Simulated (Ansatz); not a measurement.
Base system: KMnBr3 in the cubic perovskite structure (space group Pm-3m, No. 221; a = 5.255 Å; ferromagnetic; a hypothetical phase, not in the database extracts checked). Axes: x, y, z lie along the cube axes.

Modification: strain tensor (xx, yy, zz, yz, xz, xy) = (−0.78, +0.75, +0.21, +0.98, +1.26, −0.57) %, atoms relaxed at fixed cell.

Method: PBEsol (Ansatz, a first-principles code; PAW; 420 eV plane waves; scalar-relativistic without spin-orbit coupling).

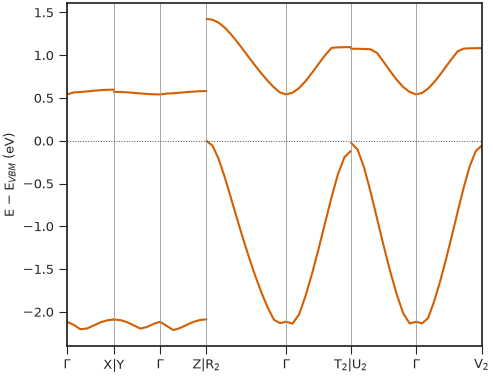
Fig. 1. Highest valence and lowest conduction band along the path of the changed cell's own zone

The gap is 0.54 eV, indirect, R₂ → Γ; the base has 0.60 eV.

Stability against distortions was not tested. No Hubbard U is applied and the magnetic state is the run's own (KMnBr3 ferromagnetic); small cells can't hold the antiferromagnetic order that many such compounds have, so gaps and moments can be off. Where the two band edges lie in opposite spin channels, the gap is a spin-flip gap. Many cubic perovskites are stable only at high temperature; tilts and polar distortions were not tested. Labels are those of the standard path for the cell's own space group.
